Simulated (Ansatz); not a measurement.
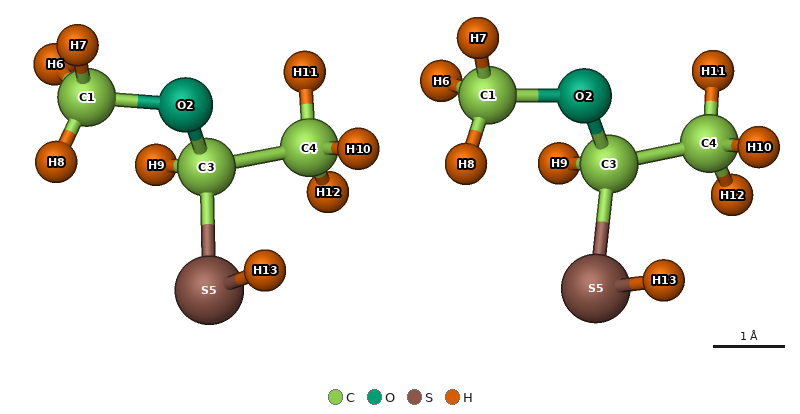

Two geometries of C₃H₈OS (coarse preliminary run), drawn at one scale. One is the start of a relaxation, the other its converged end. The picture is a ball-and-stick view, seen at a tilt.

Level of theory: RKS PBE-D4/def2-SVP (Ansatz 0.2.0). (force threshold 0.03 eV/Å; at most 200 steps)

**Which geometry has the lower energy?**

The right one is the relaxed one. The start comes from a force field. Over 7 geometry steps the energy falls by 11.9 kcal/mol. Largest force component: 4.2 eV/Å at the start, 0.011 eV/Å at the end. The atom that moves furthest after the best rigid fit is H6 (0.30 Å). Largest moves by element: H 0.30 Å, S 0.19 Å, O 0.19 Å, C 0.08 Å. Near-neighbour distances that change, for instance: C3–C4 1.581 → 1.520 Å, C4–H12 1.047 → 1.105 Å, C1–H8 1.058 → 1.114 Å, C3–H9 1.063 → 1.119 Å. Among the angles between lasting bonds that change: H6–C1–H8 115.9° → 108.2°, C3–C4–H11 102.5° → 109.7°, C4–C3–S5 104.8° → 112.0°.
